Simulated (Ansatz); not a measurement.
# CH2Si: what the fields show

Input file:

```
crystal:
  periodic: [false, false, false]
  atoms:
    - symbol: C
      position_ang: [0.619144, 0.092425, -0.138484]
    - symbol: Si
      position_ang: [-0.724353, 0.919656, -0.802011]
    - symbol: H
      position_ang: [0.589531, -0.962848, 0.171236]
    - symbol: H
      position_ang: [1.601517, 0.560899, 0.022359]
basis:
  gaussian: {orbitals: def2-TZVPD}
hamiltonian: {xc: pbe0}
output: {forces: true, orbitals: {seedname: orbitals}}
```

Launched as:

```sh
ansatz run input.yaml --threads 1 --pin off --max-ram 2610MiB --events-out events.jsonl --progress --plain --runs-dir runs
```

Geometry: PBE0-D3(BJ)/def2-SVP.

Theory: isolated molecule in a Gaussian basis; Kohn-Sham density functional theory, functional PBE0 (Ansatz 0.2.0).

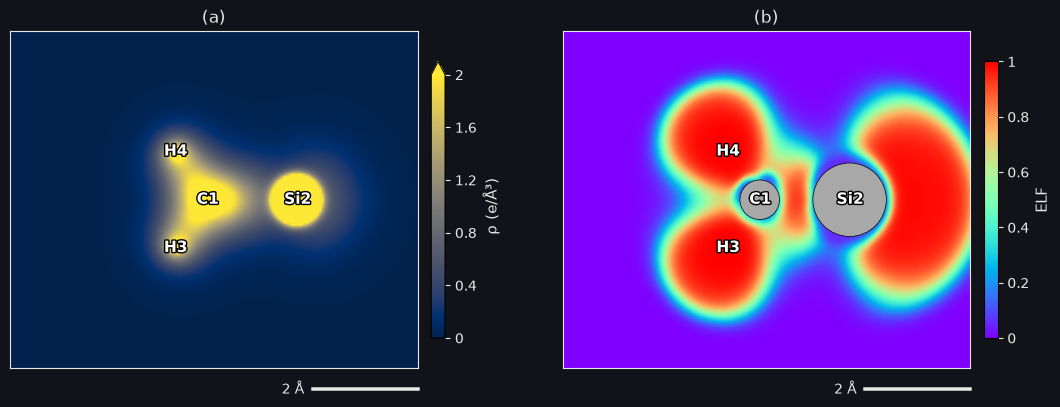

Figure 1. (a) total electron density; (b) electron localisation function on the molecular plane. Grey discs cover the atomic cores in the ELF map.

**Describe what can be read from this map.**

- The plane passes through C, Si and H nuclei.
- C–Si (1.71 Å): the density is about 1.2 e/Å³ at the midpoint; the ELF peaks at about 0.90 between the atoms (localised, covalent bonding).
- C–H (1.10 Å): ρ is about 1.9 e/Å³ halfway; the ELF climbs to about 1 towards the hydrogen, as it does in any bond to H; a covalent bond by its length.
- The ELF also peaks beside Si2, away from the bonds: lone-pair regions.

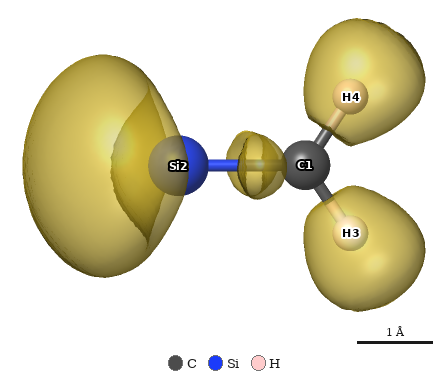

Figure 2. Isosurface of the ELF at 0.85 (yellow), seen across its widest extent. Only the valence region is drawn (cores and ρ < 0.01 e/Å³ removed).

**What do the ELF domains correspond to?**

The surface consists of one region between bonded C–Si atoms (shared pairs), two regions around hydrogen nuclei and one lobe on Si, pointing away from the bonds (lone pairs).

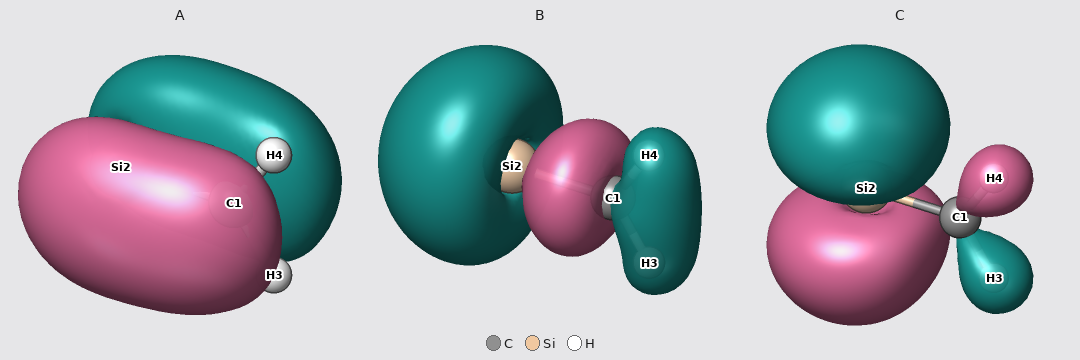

Figure 3. Three frontier orbitals at ±0.1 Å⁻³ᐟ² (teal and pink are the two phases), in no order.

**Order the three orbitals by energy and name them.**

B is the HOMO−1 (−7.74 eV). Its weight (Hirshfeld) is mainly on Si2 (about 70 %) and C1 (about 25 %); it is symmetric in the molecular plane (an in-plane orbital: σ, lone-pair or in-plane π type). A is the HOMO (−6.57 eV). By Hirshfeld shares it lies mainly on C1 (about 50 %) and Si2 (about 45 %); it changes sign across the molecular plane (π type); π-bonding across C1–Si2. C is the LUMO (−2.63 eV). By Hirshfeld shares it lies mainly on Si2 (about 85 %) and C1 (about 10 %); it is symmetric in the molecular plane (an in-plane orbital: σ, lone-pair or in-plane π type).

**What is the HOMO–LUMO gap?**

3.94 eV between the orbital energies.
